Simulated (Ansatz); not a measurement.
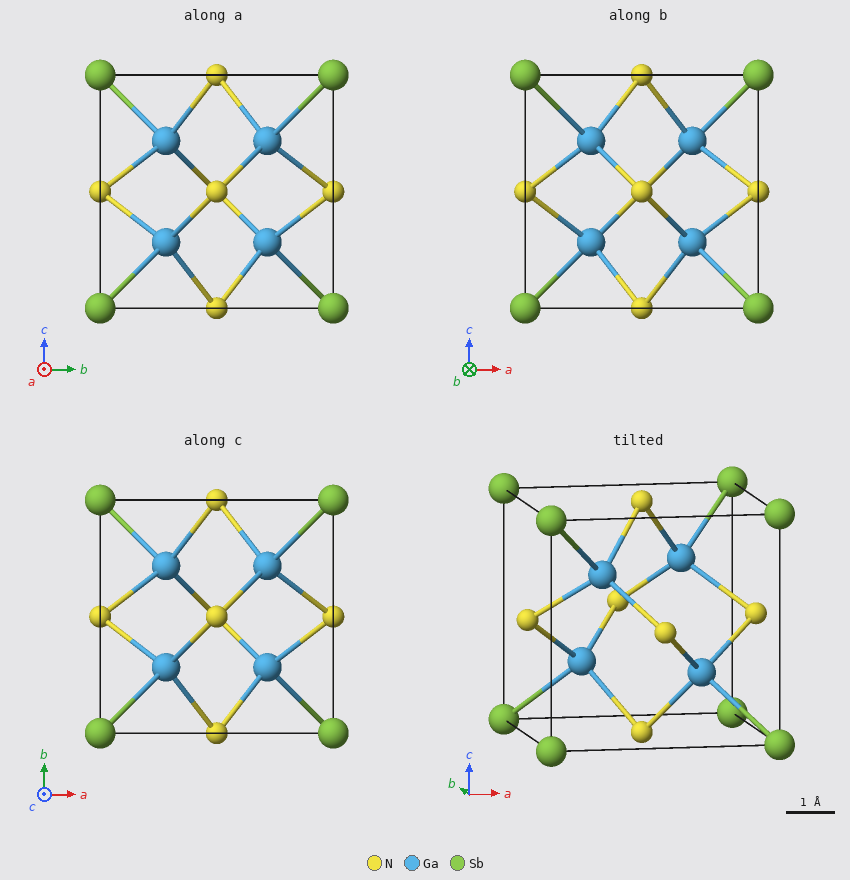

View along the a axis, along the b axis, along the c axis and slightly off an axis, drawn as a ball-and-stick model. The wireframe shows the conventional unit cell.

Lattice parameters: a = 4.936 Å, b = 4.936 Å, c = 4.936 Å, α = 90.00°, β = 90.00°, γ = 90.00°.

Reconstruct the structure as a table of Wyckoff sites, with free fractional coordinates to two decimals.

Space group P-43m (No. 215).
```csv
atom,site,x,y,z
N,3c,0.00,0.50,0.50
Ga,4e,0.72,0.28,0.28
Sb,1a,0.00,0.00,0.00
```

It derives from a structure type filled with these elements by a generator (whether the compound takes this form wasn't checked). The picture shows the end point of a geometry optimisation with Ansatz, DFT, r2SCAN, plane waves, PAW.
